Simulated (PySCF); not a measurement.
Molecule: C7H10OSi, SMILES COc1cccc([SiH3])c1. Atoms near the plane z = 1.2 Å, at the GFN2-xTB optimised geometry (x, y, z in Å): C1 (-1.5, -2.5, 0.0), O2 (-2.2, -1.2, 0.0), C3 (-1.4, -0.1, 0.0), C4 (-2.1, 1.1, 0.0), C5 (-1.3, 2.3, 0.0), C6 (0.0, 2.3, 0.0), C7 (0.7, 1.1, 0.0), Si8 (2.6, 1.1, 0.0), C9 (0.0, -0.1, 0.0), H10 (-0.9, -2.6, 0.9), H12 (-2.3, -3.2, 0.0), H13 (-3.1, 1.1, 0.0), H14 (-1.9, 3.2, 0.0), H15 (0.6, 3.2, 0.0), H17 (3.1, 1.1, 1.4), H19 (0.6, -1.0, 0.0).

Calculation: PySCF 2.14.0 with B3LYP/def2-SVP. The values are rescaled to run from 0 to 1.

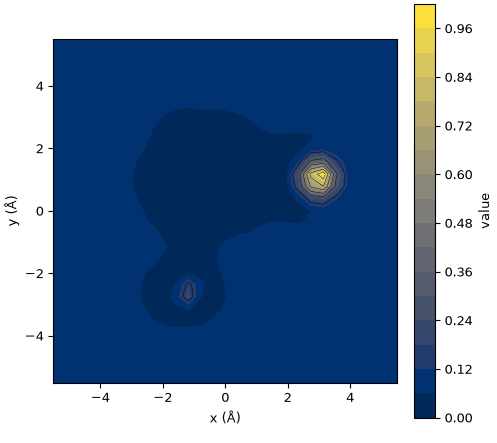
Fig. 1. a field on the plane z = 1.2 Å.

**Question.** Which quantity is mapped?
(A) electrostatic potential
(B) log10 of the electron density
(C) Laplacian of the electron density
(D) deformation density (molecule minus spherical neutral atoms)

**Answer.** D, deformation density (molecule minus spherical neutral atoms). In full: deformation density (molecule minus spherical neutral atoms) (e/bohr³).
